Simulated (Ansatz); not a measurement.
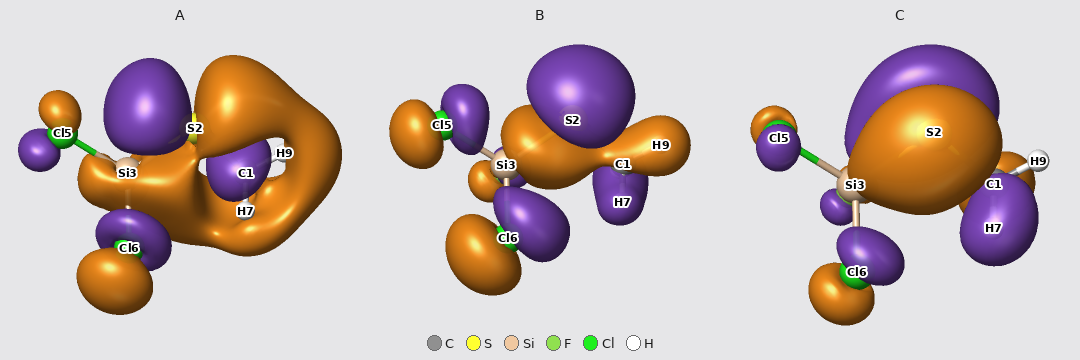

CH₃Cl₂FSSi. Three frontier orbitals at ±0.06 Å⁻³ᐟ² (orange and purple are the two phases), in no order.

Geometry: PBE0-D4/def2-TZVP.

Method: RKS PBE0-D4/def2-TZVPP (Ansatz 0.2.0).

| atom | x (Å) | y (Å) | z (Å) |
| --- | --- | --- | --- |
| C | 0.0436 | -1.2713 | 0.9274 |
| S | 1.2212 | -0.5167 | -0.2377 |
| Si | 0.0516 | 1.0753 | -0.9138 |
| F | -1.2612 | 0.5689 | -1.6430 |
| Cl | 1.1490 | 2.1429 | -2.2346 |
| Cl | -0.6068 | 2.2701 | 0.5941 |
| H | -0.2140 | -0.5736 | 1.7227 |
| H | -0.8528 | -1.6112 | 0.4117 |
| H | 0.5577 | -2.1306 | 1.3560 |

**Which picture is the HOMO−1, the HOMO and the LUMO?**

B is the HOMO−1 (−9.31 eV). It lies mainly on S2 (about 50 %), Cl6 (about 15 %), Si3 (about 10 %), C1 (about 5 %) and Cl5 (about 5 %); largely a combination of lone pairs on S2, Cl6 and Cl5. C is the HOMO (−7.70 eV). Its weight (Hirshfeld) is mainly on S2 (about 75 %) and C1 (about 5 %); largely a lone pair of S2. A is the LUMO (−0.28 eV). It lies mainly on S2 (about 35 %), Si3 (about 20 %), C1 (about 15 %) and Cl6 (about 10 %).

**What is the HOMO–LUMO gap?**

7.42 eV between the orbital energies.
